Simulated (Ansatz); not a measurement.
# C5H8AlN (SMILES [AlH3-][n+]1ccccc1): what the fields show

```
atom    x (Å)    y (Å)    z (Å)
  Al  -0.7185   0.3984   2.4560
   N  -0.1355   0.1078   0.5318
   C   0.8835  -0.7064   0.2518
   C   1.2778  -0.9704  -1.0453
   C   0.5919  -0.3651  -2.0858
   C  -0.4635   0.4831  -1.7917
   C  -0.7954   0.6950  -0.4680
   H  -1.3083   1.8864   2.3301
   H   0.6933   0.1905   3.1918
   H  -1.7950  -0.7765   2.6425
   H   1.3866  -1.1419   1.1077
   H   2.1104  -1.6367  -1.2295
   H   0.8789  -0.5495  -3.1144
   H  -1.0239   0.9796  -2.5730
   H  -1.6042   1.3547  -0.1746
```

Geometry: PBE0-D4/def2-TZVP.

Theory: Ansatz 0.2.0, RKS PBE0-D4/def2-TZVPP.

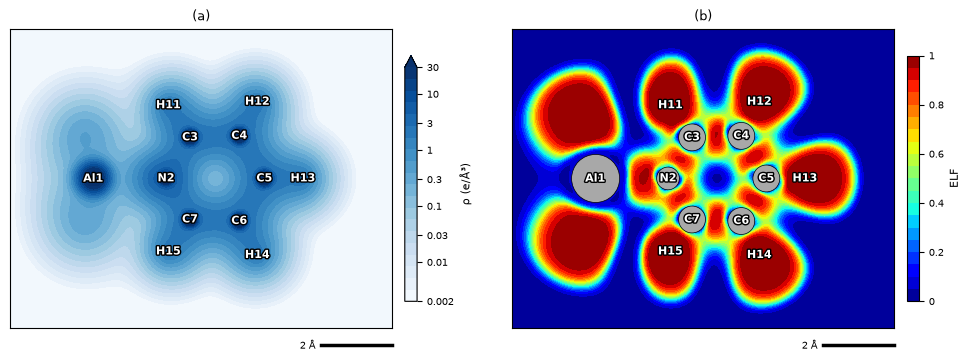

Figure 1. (a) electron density; (b) electron localisation function on the plane of atoms C4, C3 and H11. Grey discs cover the atomic cores in the ELF map.

Q: What do the fields say about this system?

A: The plane passes through Al, N, C and H nuclei. C–N (1.33 Å): the density is about 2.5 e/Å³ at the midpoint; the ELF peaks at about 0.90 between the atoms (a covalent bond). C–C (1.38 Å): ρ is about 2.2 e/Å³ halfway; the ELF peaks at about 0.95 between the atoms (localised, covalent bonding). Al–N (2.03 Å): ρ is about 0.51 e/Å³ halfway; the ELF peaks at about 0.95 in the valence shell of N, 0.7 Å from its nucleus, and is about 0.75 at the midpoint. C–H (1.08 Å): ρ is about 2.1 e/Å³ halfway; the ELF climbs to about 1 towards the hydrogen, as it does in any bond to H; an ordinary covalent bond to hydrogen.

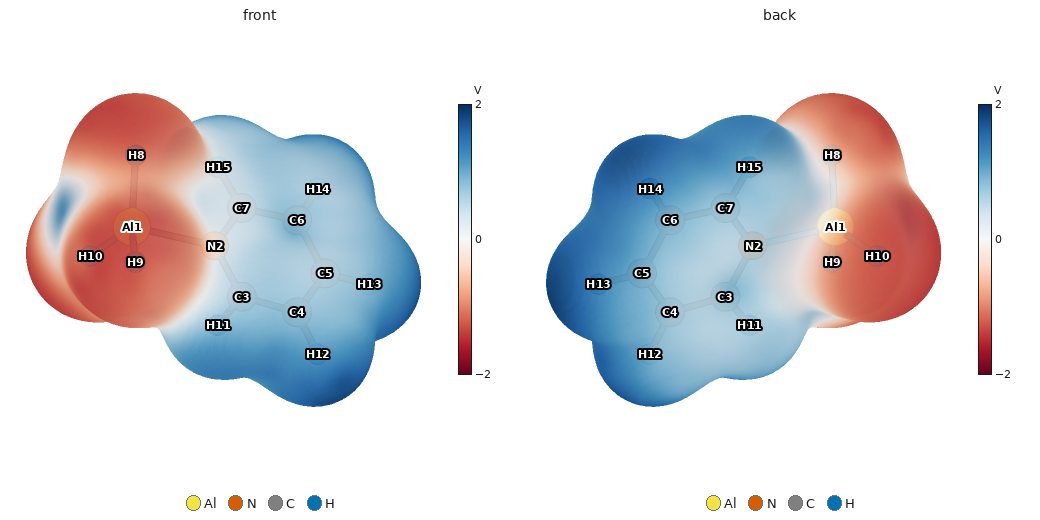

Figure 2. The electrostatic potential painted on the density surface at 0.002 e/bohr³, seen from the front and from behind; red is negative and blue positive.

Q: Describe the electrostatic potential map.

A: The most negative region (about −1.4 V) lies over H9 and H10, the most positive (about +1.8 V) over H12, H13 and H14.

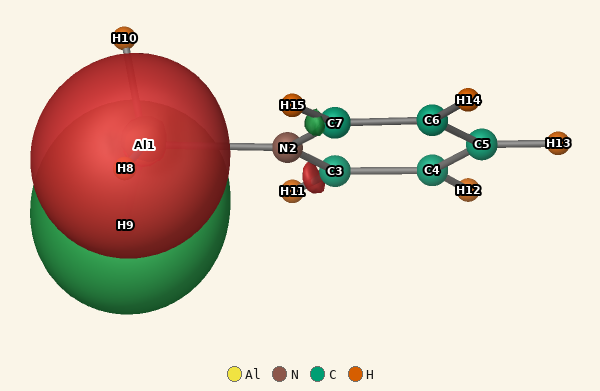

Figure 3. The HOMO−1 at ±0.08 Å⁻³ᐟ² (green and red are the two phases), seen from one side.

Q: Where does this orbital lie, and at what energy?

A: It lies mainly on Al1 (about 35 %), H8 (about 30 %) and H9 (about 30 %). Its energy is −7.26 eV.

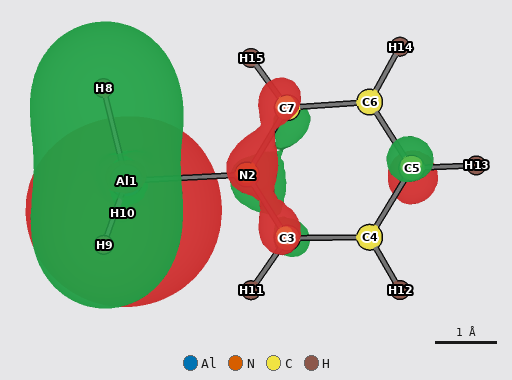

Figure 4. The HOMO at ±0.06 Å⁻³ᐟ² (green and red are the two phases), seen at a tilt.

Q: What is the character of this orbital?

A: By Hirshfeld shares it lies mainly on H10 (about 40 %), Al1 (about 35 %), H8 (about 10 %) and H9 (about 10 %). Its energy is −7.08 eV.
